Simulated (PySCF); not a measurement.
Consider C5H9NO2 (N-Formylmorpholine).

The calculation's input:

```
{"job": {"kind": "nmr", "xc": "PBE0", "basis": "pcSseg-1"}, "charge": 0, "multiplicity": 1}
O      2.745498    -1.153458     0.385094
C      2.145850    -0.127026     0.163711
N      0.854182    -0.043472    -0.250944
C      0.053101    -1.232579    -0.441759
C     -1.240179    -1.098079     0.344573
O     -1.908385     0.097654     0.029071
C     -1.129691     1.227792     0.313885
C      0.173805     1.209027    -0.472282
H      2.607575     0.884295     0.280051
H     -0.174978    -1.359935    -1.515904
H      0.648774    -2.093162    -0.106894
H     -1.015252    -1.136839     1.430018
H     -1.927259    -1.922814     0.106146
H     -0.899586     1.277073     1.398412
H     -1.728983     2.110799     0.046922
H      0.828401     2.037008    -0.158290
H     -0.046043     1.338770    -1.548600
```

Run with:

```sh
OMP_NUM_THREADS=1 python probes_run.py task.json out
```

Geometry: PBE0-D3(BJ)/def2-SVP.

These are results of PBE0/pcSseg-1, SCF density, gas phase, non-relativistic (PySCF 2.14.0), not measurements.

**What will maps of the electron density and electron localisation function show?**

C–O (1.21 Å): ρ is about 3.3 e/Å³ halfway; the ELF peaks at about 0.85 between the atoms: a short, multiple covalent bond.
C–N (1.36 Å): the density is about 2.3 e/Å³ at the midpoint; the ELF peaks at about 0.90 between the atoms, as expected for localised, covalent bonding.
C–H (1.10 Å): ρ is about 2 e/Å³ halfway; the ELF climbs to about 1 towards the hydrogen, as it does in any bond to H (an ordinary covalent bond to hydrogen).
C–N (1.44 Å): ρ is about 1.9 e/Å³ halfway; the ELF peaks at about 0.95 between the atoms, as expected for a shared electron pair.

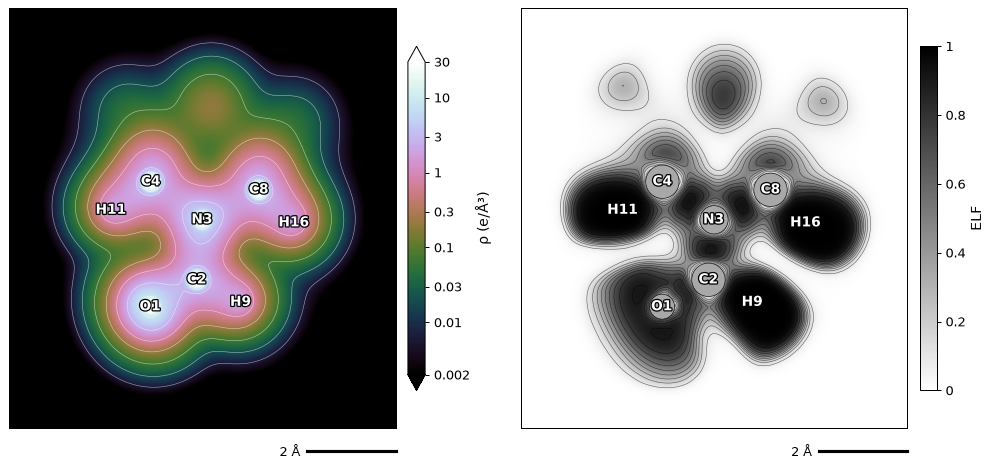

Computed electron density and electron localisation function on the plane of atoms O1, C2 and H9, in this order. Grey discs cover the atomic cores in the ELF map. 
